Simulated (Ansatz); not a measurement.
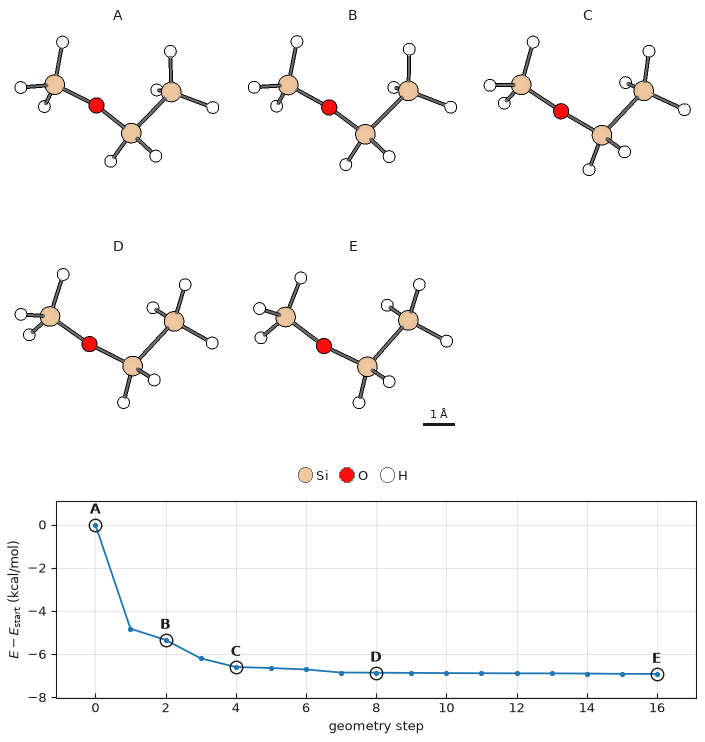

Frames of a relaxation of Si3H8O, marked on the history of the run. A ball-and-stick model, seen at a tilt.

The run prepares the start of a later molecular dynamics calculation, from a guessed geometry.

Computed with Ansatz 0.2.0, RKS B3LYP-D4/6-31G*. Set-up: no spin polarisation; force threshold 0.02 eV/Å; at most 40 steps.

**What happens along the run?**

The largest move after the best rigid fit is that of an H atom, 0.61 Å. Largest moves by element: H 0.61 Å, O 0.50 Å, Si 0.17 Å. Near-neighbour distances that change, for instance: Si–Si 2.218 → 2.351 Å, H–Si 1.460 → 1.489 Å, O–Si 1.680 → 1.652 Å. Among the angles between lasting bonds that change: Si–O–Si 125.0° → 143.9°, O–Si–Si 109.5° → 112.0°, Si–Si–H 109.5° → 111.7°. Groups turn about O–Si by about 45°, Si–Si by about 40°, O–Si by about 30°. The energy falls by 6.92 kcal/mol in 16 geometry steps. Largest force component: 1.1 eV/Å at the start, 0.017 eV/Å at the end. The forces were under the threshold at step 7, but the run went on from there. From step 0 to 2: an H atom moves most (0.15 Å), energy −5.34 kcal/mol. From step 2 to 4: an H atom moves most (0.32 Å), energy −1.26 kcal/mol. From step 4 to 8: H atoms move most (0.25 Å), energy −0.26 kcal/mol. From step 8 to 16: an H atom moves most (0.26 Å), energy −0.06 kcal/mol.

| step | E − E(0), kcal/mol | largest force component, eV/Å |
| --- | --- | --- |
| 0 | 0.00 | 1.0974 |
| 1 | -4.82 | 0.4298 |
| 2 | -5.34 | 0.3221 |
| 3 | -6.20 | 0.1136 |
| 4 | -6.60 | 0.0776 |
| 5 | -6.65 | 0.3453 |
| 6 | -6.71 | 0.3605 |
| 7 | -6.86 | 0.0123 |
| 8 | -6.86 | 0.0437 |
| 9 | -6.87 | 0.0477 |
| 10 | -6.88 | 0.0124 |
| 11 | -6.89 | 0.0221 |
| 12 | -6.89 | 0.0298 |
| 13 | -6.90 | 0.0573 |
| 14 | -6.90 | 0.0553 |
| 15 | -6.92 | 0.0172 |
| 16 | -6.92 | 0.0168 |
